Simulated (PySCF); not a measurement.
# H4O2Tl (Tl(H2O)23+): the cost of one run

Method: PBE0, Tl def2-SVP with ECP60, O def2-SVP, H def2-SVP; scalar-relativistic core potentials, no spin–orbit coupling; program: PySCF 2.14.0.

1 further run of the same task is left out (for a known fault of the program).

### 1 The starting structure

7 atoms, charge 3, spin multiplicity 1.

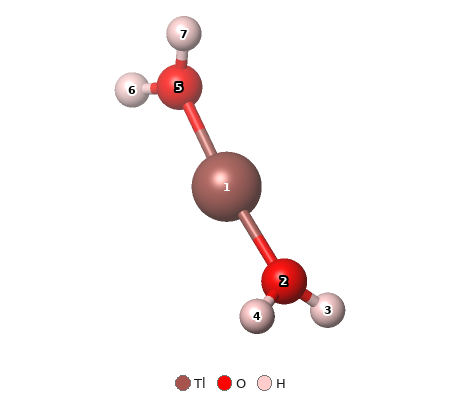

The geometry (thallium brown, oxygen red, hydrogen pink); atoms are numbered from 1 in the order of the file.

As a file:

```xyz
7

Tl   -0.0175   -0.0734    0.0000
O    -0.0248    0.0470    2.0818
H     0.7147    0.5091    2.5850
H    -0.4639   -0.6583    2.6501
O    -0.0096    0.0016   -2.0825
H     0.4340   -0.7127   -2.6363
H    -0.7443    0.4572   -2.5982
```

Formal oxidation states: Tl +3. An earlier session relaxed this geometry at PBE0, Tl def2-SVP with ECP60, O def2-SVP, H def2-SVP (singlet, point group C2).

Its energy there is -323.557835 Eh.

### 2 One electron removed, multiplicity 2

run.py (the lines that set the calculation) reads:

```python
mol = gto.M(atom='''
Tl    -0.01755    -0.07343     0.00004
O     -0.02477     0.04697     2.08182
H      0.71472     0.50912     2.58500
H     -0.46394    -0.65834     2.65012
O     -0.00958     0.00162    -2.08253
H      0.43404    -0.71266    -2.63627
H     -0.74430     0.45717    -2.59818''',
    basis={'Tl': 'def2-SVP', 'O': 'def2-SVP', 'H': 'def2-SVP'},
    ecp={'Tl': 'def2-SVP'},
    charge=4, spin=1)
mf = dft.UKS(mol, xc='PBE0')
mf.grids.atom_grid = (50, 194)
mf = mf.density_fit()  # fitting sets: Tl def2-universal-JKFIT, O def2-universal-JKFIT, H def2-universal-JKFIT
mf.conv_tol = 1e-08; mf.max_cycle = 55
mf.kernel(dm0)  # dm0: the density of the relaxed state
```

On the command line:

```bash
$ OMP_NUM_THREADS=2 python run.py
```

**Question.** How long does this run take on 2 threads of AMD EPYC 9R14 (Zen 4), shared host?

About 1.9 s.
